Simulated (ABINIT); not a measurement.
# Quasiparticle gap of BaTiO3 (P4mm) in ABINIT, part 2 of 3

Aim: the G0W0 gap of BaTiO3 (P4mm) on PBE with spin-orbit coupling, step by step.

ABINIT 10.8.3; PBE and many-body steps on it, plane waves. Known limits of the many-body steps: not at the basis limit; screening head approximate; coarse k mesh.

So far. Step 2 (Ground state): The gap is indirect, with the least direct gap 0.23 eV higher.

The database entry behind the starting cell differs from later determinations by our own check (c/a about 0.6 % short), so it need not match the best structure at ambient conditions.

### Step 3. Bands along the symmetry lines

Level of this step: DFT, PBE with spin-orbit coupling, plane waves, norm-conserving pseudopotentials (ABINIT).

The cheap functional maps the bands first; the places of the edges decide which points the dearer methods must see.

The input, run.abi:

```
acell 3*1.0 Angstrom
rprim 
  3.999800000000 0.000000000000 0.000000000000
  0.000000000000 3.999800000000 0.000000000000
  0.000000000000 0.000000000000 4.018000000000
ntypat 3
znucl 56 22 8
natom 5
typat 1 2 3 3 3
xred 
  0.000000000000 0.000000000000 0.000000000000
  0.500000000000 0.500000000000 0.490000000000
  0.500000000000 0.500000000000 0.019000000000
  0.500000000000 0.000000000000 0.517000000000
  0.000000000000 0.500000000000 0.517000000000
pp_dirpath "pseudos"
pseudos "Ba.upf, Ti.upf, O.upf"
ecut 38
nspinor 2
iscf -2
irdden 1
kptopt 0
nkpt 39
kpt 
  0.00000000 0.00000000 0.00000000
  0.00000000 0.12500000 0.00000000
  0.00000000 0.25000000 0.00000000
  0.00000000 0.37500000 0.00000000
  0.00000000 0.50000000 0.00000000
  0.12500000 0.50000000 0.00000000
  0.25000000 0.50000000 0.00000000
  0.37500000 0.50000000 0.00000000
  0.50000000 0.50000000 0.00000000
  0.37500000 0.37500000 0.00000000
  0.25000000 0.25000000 0.00000000
  0.12500000 0.12500000 0.00000000
  0.00000000 0.00000000 0.00000000
  0.00000000 0.00000000 0.12500000
  0.00000000 0.00000000 0.25000000
  0.00000000 0.00000000 0.37500000
  0.00000000 0.00000000 0.50000000
  0.00000000 0.12500000 0.50000000
  0.00000000 0.25000000 0.50000000
  0.00000000 0.37500000 0.50000000
  0.00000000 0.50000000 0.50000000
  0.12500000 0.50000000 0.50000000
  0.25000000 0.50000000 0.50000000
  0.37500000 0.50000000 0.50000000
  0.50000000 0.50000000 0.50000000
  0.37500000 0.37500000 0.50000000
  0.25000000 0.25000000 0.50000000
  0.12500000 0.12500000 0.50000000
  0.00000000 0.00000000 0.50000000
  0.00000000 0.50000000 0.00000000
  0.00000000 0.50000000 0.12500000
  0.00000000 0.50000000 0.25000000
  0.00000000 0.50000000 0.37500000
  0.00000000 0.50000000 0.50000000
  0.50000000 0.50000000 0.00000000
  0.50000000 0.50000000 0.12500000
  0.50000000 0.50000000 0.25000000
  0.50000000 0.50000000 0.37500000
  0.50000000 0.50000000 0.50000000
istwfk *1
nband 56
nbdbuf 6
tolwfr 1e-08
nstep 40
prtwf 0
prtvol 0
indata_prefix "in"
outdata_prefix "out"
tmpdata_prefix "tmp"
```

Launch:

```console
$ OMP_NUM_THREADS=1 mpirun -n 4 abinit run.abi > log
```

Numbers of over 12 decimals in the logs are rounded to 6 here.

The program printed:

```text
.Version 10.8.3 of ABINIT. v10.8.2 released Aug 2026.

 Symmetries : space group P4 m m (# 99); Bravais tP (primitive tetrag.)
[... echo of the input left out ...]
== DATASET  1 ==================================================================
-   mpi_nproc: 4, omp_nthreads: 1 (-1 if OMP is not activated)

--- !DatasetInfo
iteration_state: {dtset: 1, }
dimensions: {natom: 5, nkpt: 39, mband: 56, nsppol: 1, nspinor: 2, nspden: 1, mpw: 4929, }
cutoff_energies: {ecut:  38.0, pawecutdg:  -1.0, }
electrons: {nelect:   4.00000000E+01, charge:   0.00000000E+00, occopt:   1.00000000E+00, tsmear:   1.00000000E-02, }

 Real(R)+Recip(G) space primitive vectors, cartesian coordinates (Bohr,Bohr^-1):
 R(1)=  7.5585266  0.0000000  0.0000000  G(1)=  0.1323009  0.0000000  0.0000000
 R(2)=  0.0000000  7.5585266  0.0000000  G(2)=  0.0000000  0.1323009  0.0000000
 R(3)=  0.0000000  0.0000000  7.5929196  G(3)=  0.0000000  0.0000000  0.1317016
 Unit cell volume ucvol=  4.3379355E+02 bohr^3
 Angles (23,13,12)=  9.00000000E+01  9.00000000E+01  9.00000000E+01 degrees

 getcut: wavevector=  0.0000  0.0000  0.0000  ngfft=  45  45  45
         ecut(hartree)=     38.000   => boxcut(ratio)=   2.08827

--- Pseudopotential description ------------------------------------------------
- Ba Generated using ONCVPSP code by D. R. Hamann
- 56.00000  10.00000  180419                  znucl, zion, pspdat
12 -101130 2 -1 1958                          pspcod,pspxc,lmax,lloc,mmax
     nproj     2     4     4     0
     spin-orbit psp
        nprojso     4     4     0
  pspatm : epsatm=   26.75230557
         --- l  ekb(1:nproj) -->
             0    0.672617    6.665807
             1    4.978102    0.415169    0.012799    0.000491
             2    2.533363    0.416634    0.001442    0.000020
  spin-orbit 1   -0.421689    0.288442    0.063418   -0.006729
  spin-orbit 2    0.049983   -0.043624    0.011004   -0.000570
 pspatm: atomic psp has been read  and splines computed

- Ti Generated using ONCVPSP code by D. R. Hamann
- 22.00000  12.00000  180419                  znucl, zion, pspdat
12 -101130 2 -1 1586                          pspcod,pspxc,lmax,lloc,mmax
     nproj     2     3     2     0
     spin-orbit psp
        nprojso     4     2     0
  pspatm : epsatm=   14.68700035
         --- l  ekb(1:nproj) -->
             0    1.263104   11.361547
             1    1.974082   -0.084950   -0.000835
             2   -5.185315   -1.477180
  spin-orbit 1    0.068787   -0.038363    0.004495   -0.000209
  spin-orbit 2    0.005108    0.001970
 pspatm: atomic psp has been read  and splines computed

- O Generated using ONCVPSP code by D. R. Hamann
-  8.00000   6.00000  180423                  znucl, zion, pspdat
12 -101130 2 -1 936                           pspcod,pspxc,lmax,lloc,mmax
     nproj     2     2     2     0
     spin-orbit psp
        nprojso     2     2     0
  pspatm : epsatm=    6.19737341
[...]
5.2582E-01  5.2586E-01
 Non-SCF case, kpt   39 (  0.50000  0.50000  0.50000), residuals and eigenvalues=
[...]
3.9822E-01  3.9822E-01  3.9870E-01  3.9870E-01  4.8620E-01  4.8620E-01
  4.9137E-01  4.9137E-01  4.9350E-01  4.9350E-01  5.2580E-01  5.2602E-01
  5.3268E-01  5.3280E-01

--- !ResultsGS
iteration_state: {dtset: 1, }
comment   : Summary of ground state results
lattice_vectors:
- [  7.5585266,   0.0000000,   0.0000000, ]
- [  0.0000000,   7.5585266,   0.0000000, ]
- [  0.0000000,   0.0000000,   7.5929196, ]
lattice_lengths: [   7.55853,    7.55853,    7.59292, ]
lattice_angles: [ 90.000,  90.000,  90.000, ] # degrees, (23, 13, 12)
lattice_volume:   4.3379355E+02
convergence: {deltae:  0.000E+00, res2:  0.000E+00, residm:  9.991E-09, diffor:  0.000E+00, }
etotal    :  -1.37391823E+02
entropy   :   0.00000000E+00
fermie    :   2.43867484E-01
cartesian_stress_tensor: null
pressure_GPa: null
xred      :
- [  0.0000E+00,   0.0000E+00,   0.0000E+00, Ba]
- [  5.0000E-01,   5.0000E-01,   4.9000E-01, Ti]
- [  5.0000E-01,   5.0000E-01,   1.9000E-02,  O]
- [  5.0000E-01,   0.0000E+00,   5.1700E-01,  O]
- [  0.0000E+00,   5.0000E-01,   5.1700E-01,  O]
cartesian_forces: null
force_length_stats: {min: null, max: null, mean: null, }

 Integrated electronic density in atomic spheres:
 ------------------------------------------------
 Atom  Sphere_radius  Integrated_density
[...]
================================================================================

 ----iterations are completed or convergence reached----

 Mean square residual over all n,k,spin=   55.947E-10; max=  99.909E-10
 reduced coordinates (array xred) for    5 atoms
[...]
0.500000000000      0.000000000000      0.517000000000
       0.000000000000      0.500000000000      0.517000000000

 cartesian coordinates (angstrom) at end:
    1      0.000000     0.000000     0.000000
    2      1.999900     1.999900     1.968820
    3      1.999900     1.999900     0.076342
    4      1.999900     0.000000     2.077306
    5      0.000000     1.999900     2.077306
 length scales=  1.889726125908  1.889726125908  1.889726125908 bohr
              =  1.000000000000  1.000000000000  1.000000000000 angstroms
 prteigrs : about to open file out_EIG
 Eigenvalues (hartree) for nkpt=  39  k points:
 kpt#   1, nband= 56, wtk=  1.00000, kpt=  0.0000  0.0000  0.0000 (reduced coord)
[...]
kpt#   2, nband= 56, wtk=  1.00000, kpt=  0.0000  0.1250  0.0000 (reduced coord)
[...]
kpt#   3, nband= 56, wtk=  1.00000, kpt=  0.0000  0.2500  0.0000 (reduced coord)
[...]
kpt#  38, nband= 56, wtk=  1.00000, kpt=  0.5000  0.5000  0.3750 (reduced coord)
[...]
kpt#  39, nband= 56, wtk=  1.00000, kpt=  0.5000  0.5000  0.5000 (reduced coord)
[...]
0.39822    0.39822    0.39822    0.39822    0.39870    0.39870    0.48620    0.48620
   0.49137    0.49137    0.49350    0.49350    0.52580    0.52602    0.53268    0.53280

== END DATASET(S) ==============================================================
================================================================================

 -outvars: echo values of variables after computation  --------
            nband          56
             nkpt          39
          spgroup          99
 [... the other variables as echoed above ...]

 Calculation completed.
```

Elapsed: 4.9 min, on 4 MPI ranks of Arm Neoverse V1, shared host; peak memory 0.62 GiB; 19 min of CPU time.

Numbers from this step:

* gap: 1.816 eV
* k of the valence top: 0.5, 0.5, 0.5
* k of the conduction bottom: 0, 0, 0
* least direct gap: 2.050 eV

The gap is 1.816 eV, as in the run before at this level.

Electronic bands along the path, in eV, zero at the top of the highest filled band:

| point | band 37 | band 38 | band 39 | band 40 | band 41 | band 42 | band 43 | band 44 |
| --- | --- | --- | --- | --- | --- | --- | --- | --- |
| Γ | -0.24 | -0.24 | -0.23 | -0.23 | 1.82 | 1.82 | 2.02 | 2.02 |
| X | -0.94 | -0.94 | -0.83 | -0.83 | 2.16 | 2.16 | 3.52 | 3.52 |
| M | -0.88 | -0.88 | -0.07 | -0.07 | 3.57 | 3.57 | 3.59 | 3.59 |
| Γ | -0.24 | -0.24 | -0.23 | -0.23 | 1.82 | 1.82 | 2.02 | 2.02 |
| Z | -0.72 | -0.72 | -0.68 | -0.68 | 1.97 | 1.97 | 3.58 | 3.58 |
| R | -0.81 | -0.81 | -0.15 | -0.15 | 3.55 | 3.55 | 3.60 | 3.60 |
| A | -0.08 | -0.08 | 0.00 | 0.00 | 4.20 | 4.20 | 4.20 | 4.20 |
| Z | -0.72 | -0.72 | -0.68 | -0.68 | 1.97 | 1.97 | 3.58 | 3.58 |
| jump to X | -0.94 | -0.94 | -0.83 | -0.83 | 2.16 | 2.16 | 3.52 | 3.52 |
| R | -0.81 | -0.81 | -0.15 | -0.15 | 3.55 | 3.55 | 3.60 | 3.60 |
| jump to M | -0.88 | -0.88 | -0.07 | -0.07 | 3.57 | 3.57 | 3.59 | 3.59 |
| A | -0.08 | -0.08 | 0.00 | 0.00 | 4.20 | 4.20 | 4.20 | 4.20 |

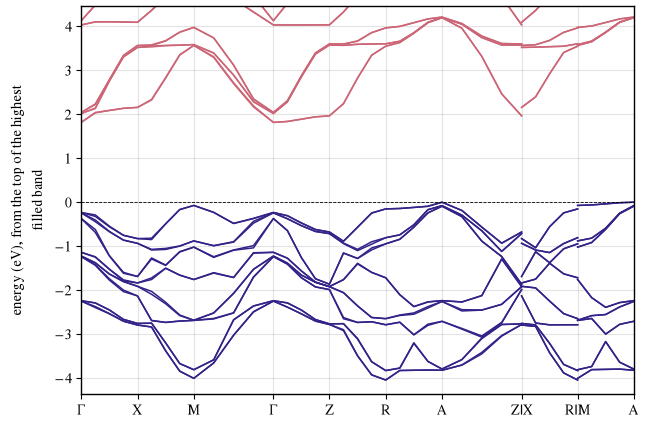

Electronic bands along the path; lines of filled and empty bands in two colours.

### Step 4. Empty states on the mesh, 4×4×4 mesh, 202 bands

The sums over transitions need many empty states on a uniform mesh; this step solves for them.

The input, run.abi:

```
acell 3*1.0 Angstrom
rprim 
  3.999800000000 0.000000000000 0.000000000000
  0.000000000000 3.999800000000 0.000000000000
  0.000000000000 0.000000000000 4.018000000000
ntypat 3
znucl 56 22 8
natom 5
typat 1 2 3 3 3
xred 
  0.000000000000 0.000000000000 0.000000000000
  0.500000000000 0.500000000000 0.490000000000
  0.500000000000 0.500000000000 0.019000000000
  0.500000000000 0.000000000000 0.517000000000
  0.000000000000 0.500000000000 0.517000000000
pp_dirpath "pseudos"
pseudos "Ba.upf, Ti.upf, O.upf"
ecut 38
nspinor 2
ngkpt 4 4 4
nshiftk 1
shiftk 0 0 0
kptopt 1
chksymbreak 0
iscf -2
irdden 1
istwfk *1
nband 202
nbdbuf 18
tolwfr 1e-09
nstep 60
prtvol 0
indata_prefix "in"
outdata_prefix "out"
tmpdata_prefix "tmp"
```

The program printed:

```text
.Version 10.8.3 of ABINIT. v10.8.2 released Aug 2026.

 Symmetries : space group P4 m m (# 99); Bravais tP (primitive tetrag.)
[... echo of the input left out ...]
== DATASET  1 ==================================================================
-   mpi_nproc: 4, omp_nthreads: 1 (-1 if OMP is not activated)

--- !DatasetInfo
iteration_state: {dtset: 1, }
dimensions: {natom: 5, nkpt: 18, mband: 202, nsppol: 1, nspinor: 2, nspden: 1, mpw: 4929, }
cutoff_energies: {ecut:  38.0, pawecutdg:  -1.0, }
electrons: {nelect:   4.00000000E+01, charge:   0.00000000E+00, occopt:   1.00000000E+00, tsmear:   1.00000000E-02, }

 Real(R)+Recip(G) space primitive vectors, cartesian coordinates (Bohr,Bohr^-1):
 R(1)=  7.5585266  0.0000000  0.0000000  G(1)=  0.1323009  0.0000000  0.0000000
 R(2)=  0.0000000  7.5585266  0.0000000  G(2)=  0.0000000  0.1323009  0.0000000
 R(3)=  0.0000000  0.0000000  7.5929196  G(3)=  0.0000000  0.0000000  0.1317016
 Unit cell volume ucvol=  4.3379355E+02 bohr^3
 Angles (23,13,12)=  9.00000000E+01  9.00000000E+01  9.00000000E+01 degrees

 getcut: wavevector=  0.0000  0.0000  0.0000  ngfft=  45  45  45
         ecut(hartree)=     38.000   => boxcut(ratio)=   2.08827

--- Pseudopotential description ------------------------------------------------
- Ba Generated using ONCVPSP code by D. R. Hamann
- 56.00000  10.00000  180419                  znucl, zion, pspdat
12 -101130 2 -1 1958                          pspcod,pspxc,lmax,lloc,mmax
     nproj     2     4     4     0
     spin-orbit psp
        nprojso     4     4     0
  pspatm : epsatm=   26.75230557
         --- l  ekb(1:nproj) -->
             0    0.672617    6.665807
             1    4.978102    0.415169    0.012799    0.000491
             2    2.533363    0.416634    0.001442    0.000020
  spin-orbit 1   -0.421689    0.288442    0.063418   -0.006729
  spin-orbit 2    0.049983   -0.043624    0.011004   -0.000570
 pspatm: atomic psp has been read  and splines computed

- Ti Generated using ONCVPSP code by D. R. Hamann
- 22.00000  12.00000  180419                  znucl, zion, pspdat
12 -101130 2 -1 1586                          pspcod,pspxc,lmax,lloc,mmax
     nproj     2     3     2     0
     spin-orbit psp
        nprojso     4     2     0
  pspatm : epsatm=   14.68700035
         --- l  ekb(1:nproj) -->
             0    1.263104   11.361547
             1    1.974082   -0.084950   -0.000835
             2   -5.185315   -1.477180
  spin-orbit 1    0.068787   -0.038363    0.004495   -0.000209
  spin-orbit 2    0.005108    0.001970
 pspatm: atomic psp has been read  and splines computed

- O Generated using ONCVPSP code by D. R. Hamann
-  8.00000   6.00000  180423                  znucl, zion, pspdat
12 -101130 2 -1 936                           pspcod,pspxc,lmax,lloc,mmax
     nproj     2     2     2     0
     spin-orbit psp
        nprojso     2     2     0
  pspatm : epsatm=    6.19737341
[...]
6.28E-10  8.73E-10  1.24E-10  6.38E-10  1.55E-10  4.13E-10  3.66E-10  6.62E-10
  9.83E-11  5.66E-10  1.60E-10  5.01E-10  1.25E-10  4.53E-10  1.06E-10  7.45E-10
[...]
1.04E-03  1.31E-03
 -1.8341E+00 -1.8341E+00 -9.7726E-01 -9.7726E-01 -9.5345E-01 -9.5345E-01
 -9.5276E-01 -9.5276E-01 -6.6626E-01 -6.6626E-01 -3.7522E-01 -3.7522E-01
 -3.5145E-01 -3.5145E-01 -3.4939E-01 -3.4939E-01 -1.7143E-01 -1.7143E-01
[...]
2.0888E+00  2.0888E+00  2.0890E+00  2.0890E+00  2.4171E+00  2.4173E+00
  2.4183E+00  2.4202E+00  2.4335E+00  2.4366E+00  2.4397E+00  2.4416E+00
  2.4442E+00  2.4494E+00  2.4580E+00  2.4648E+00
 prteigrs : prtvol=0 or 1, do not print more k-points.

--- !ResultsGS
iteration_state: {dtset: 1, }
comment   : Summary of ground state results
lattice_vectors:
- [  7.5585266,   0.0000000,   0.0000000, ]
- [  0.0000000,   7.5585266,   0.0000000, ]
- [  0.0000000,   0.0000000,   7.5929196, ]
lattice_lengths: [   7.55853,    7.55853,    7.59292, ]
lattice_angles: [ 90.000,  90.000,  90.000, ] # degrees, (23, 13, 12)
lattice_volume:   4.3379355E+02
convergence: {deltae:  0.000E+00, res2:  0.000E+00, residm:  9.988E-10, diffor:  0.000E+00, }
etotal    :  -1.37391823E+02
entropy   :   0.00000000E+00
fermie    :   2.43867484E-01
cartesian_stress_tensor: null
pressure_GPa: null
xred      :
- [  0.0000E+00,   0.0000E+00,   0.0000E+00, Ba]
- [  5.0000E-01,   5.0000E-01,   4.9000E-01, Ti]
- [  5.0000E-01,   5.0000E-01,   1.9000E-02,  O]
- [  5.0000E-01,   0.0000E+00,   5.1700E-01,  O]
- [  0.0000E+00,   5.0000E-01,   5.1700E-01,  O]
cartesian_forces: null
force_length_stats: {min: null, max: null, mean: null, }

 Integrated electronic density in atomic spheres:
 ------------------------------------------------
 Atom  Sphere_radius  Integrated_density
[...]
================================================================================

 ----iterations are completed or convergence reached----

 Mean square residual over all n,k,spin=   48.994E-11; max=  99.877E-11
 reduced coordinates (array xred) for    5 atoms
[...]
0.500000000000      0.000000000000      0.517000000000
       0.000000000000      0.500000000000      0.517000000000

 cartesian coordinates (angstrom) at end:
    1      0.000000     0.000000     0.000000
    2      1.999900     1.999900     1.968820
    3      1.999900     1.999900     0.076342
    4      1.999900     0.000000     2.077306
    5      0.000000     1.999900     2.077306
 length scales=  1.889726125908  1.889726125908  1.889726125908 bohr
              =  1.000000000000  1.000000000000  1.000000000000 angstroms
 prteigrs : about to open file out_EIG
 Eigenvalues (hartree) for nkpt=  18  k points:
 kpt#   1, nband=202, wtk=  0.01563, kpt=  0.0000  0.0000  0.0000 (reduced coord)
[...]
2.07976    2.07976    2.08878    2.08878    2.08902    2.08902    2.41710    2.41733
   2.41825    2.42017    2.43355    2.43657    2.43970    2.44158    2.44416    2.44943
   2.45801    2.46483
 prteigrs : prtvol=0 or 1, do not print more k-points.

== END DATASET(S) ==============================================================
================================================================================

 -outvars: echo values of variables after computation  --------
            nband         202
             nkpt          18
          spgroup          99
 [... the other variables as echoed above ...]

 Calculation completed.
```

Wall time 9.1 min (4 MPI ranks); peak memory 0.92 GiB; 37 min of CPU time.

Numbers from this step:

| Property | Result |
| --- | --- |
| gap | 1.816 eV |
| k of the valence top | 0.5, 0.5, 0.5 |
| k of the conduction bottom | 0, 0, 0 |
| least direct gap | 2.050 eV |
| k points computed | 18 |
| lowest point of the top converged band, above the valence top | 49.65 eV |

On this mesh the gap is 1.816 eV.

### Step 5. Screening, 4×4×4 mesh, 184 bands, screening to 119.7 eV

The RPA dielectric matrix is built and inverted for each q.

This step: RPA screening on PBE with spin-orbit coupling, plane waves, norm-conserving pseudopotentials.

Edit run.abi of step 4 so:

```diff
@@ -24,10 +24,11 @@
 chksymbreak 0
-iscf -2
-irdden 1
 istwfk *1
-nband 202
-nbdbuf 18
-tolwfr 1e-09
-nstep 60
-prtvol 0
+occopt 1
+irdwfk 1
+optdriver 3
+nband 184
+ecuteps 4.4
+inclvkb 0
+awtr 1
+symchi 1
 indata_prefix "in"
```

The program printed:

```text
.Version 10.8.3 of ABINIT. v10.8.2 released Aug 2026.

 Symmetries : space group P4 m m (# 99); Bravais tP (primitive tetrag.)
[... echo of the input left out ...]
== DATASET  1 ==================================================================
-   mpi_nproc: 4, omp_nthreads: 1 (-1 if OMP is not activated)

--- !DatasetInfo
iteration_state: {dtset: 1, }
dimensions: {natom: 5, nkpt: 18, mband: 184, nsppol: 1, nspinor: 2, nspden: 1, mpw: 4929, }
cutoff_energies: {ecut:  38.0, pawecutdg:  -1.0, }
electrons: {nelect:   4.00000000E+01, charge:   0.00000000E+00, occopt:   1.00000000E+00, tsmear:   1.00000000E-02, }

 SCREENING: Calculation of the susceptibility and dielectric matrices

 Based on a program developped by R.W. Godby, V. Olevano, G. Onida, and L. Reining.
 Incorporated in ABINIT by V. Olevano, G.-M. Rignanese, and M. Torrent.
.Using double precision arithmetic ; gwpc =  8

[... cell and pseudopotentials left out ...]
--------------------------------------------------------------------------------

 ==== K-mesh for the wavefunctions ====
 Number of points in the irreducible wedge :    18
[... list of points left out ...]
 Together with  8 symmetry operations and time-reversal symmetry
 yields    64 points in the full Brillouin Zone.

 ==== Q-mesh for the screening function ====
 Number of points in the irreducible wedge :    18
[... list of points left out ...]
 Together with  8 symmetry operations and time-reversal symmetry
 yields    64 points in the full Brillouin Zone.

 setmesh: FFT mesh size selected  =    27x   27x   30
          total number of points  =        21870

 vcoul_init : cutoff-mode = AUXILIARY_FUNCTION
 q-points for optical limit:   1
     1)      0.000010    0.000020    0.000030

- screening: taking advantage of time-reversal symmetry
- Maximum band index for partially occupied states nbvw = 40
- Remaining bands to be divided among processors   nbcw = 144
- Number of bands treated by each node ~36

 Number of electrons calculated from density =   40.0000; Expected =   40.0000
 average of density, n =  0.092210
 r_s =    1.3731
 omega_plasma =   29.2917 [eV]

 calculating chi0 at frequencies [eV] :
  1    0.000000E+00    0.000000E+00
  2    0.000000E+00    2.929166E+01

--------------------------------------------------------------------------------
  q-point number  1        q = ( 0.000000, 0.000000, 0.000000) [r.l.u.]
--------------------------------------------------------------------------------
[... chi0 elements left out ...]
 For q-point:  0.000010 0.000020 0.000030
  dielectric constant =   7.2301
  dielectric constant without local fields =   7.8530

  Average fulfillment of the sum rule on Im[epsilon] for q-point    1 :     56.77  [%]
[... wings left out ...]
  q-point number  2        q = ( 0.250000, 0.000000, 0.000000) [r.l.u.]
--------------------------------------------------------------------------------
[... chi0 elements left out ...]
  Average fulfillment of the sum rule on Im[epsilon] for q-point    2 :     71.19  [%]

 [... 16 further q-points ...]
```

Run time: 15 min. Hardware: 4 MPI ranks; peak memory 4.7 GiB; 61 min of CPU time.

Numbers from this step:

| Item | Value |
| --- | --- |
| ε∞ with local fields, on this mesh, along the program's q direction | 7.230 |
| the same without local fields | 7.853 |
| plasma frequency | 29.29 eV |
| plane waves in the screening matrix | 179 |

Local fields lower ε∞ by 8 %. On a Γ-centred mesh this coarse the value itself is usually too large, while a short band sum pulls it down.

[end of part 2 of 3]

[Paths, hosts, dates, memory and timing lines, banners, echoed tables and standing remarks are left out of the program output.]

[Logs are printed without paths, hosts, clocks, repeated set-up lines and the standing remarks that a program may print on its own settings, such as how far it seeks lower states.]

[Runs of the session that timed out or met a known fault of the program may be left out.]

[Hosts, paths, dates, database ids (printed as entryN), source tags and the programs' standing remarks are cut or masked in the printed files.]

[G0W0 gaps are taken among the corrected bands and points alone; a level outside them can change the order at an edge.]

[Where Ansatz stands beside ABINIT at settings called matched, ABINIT's density can come from a denser mesh and the files from another edition; pairs whose starting gaps differed by over 0.03 eV were left out, so agreement reads better than it is.]
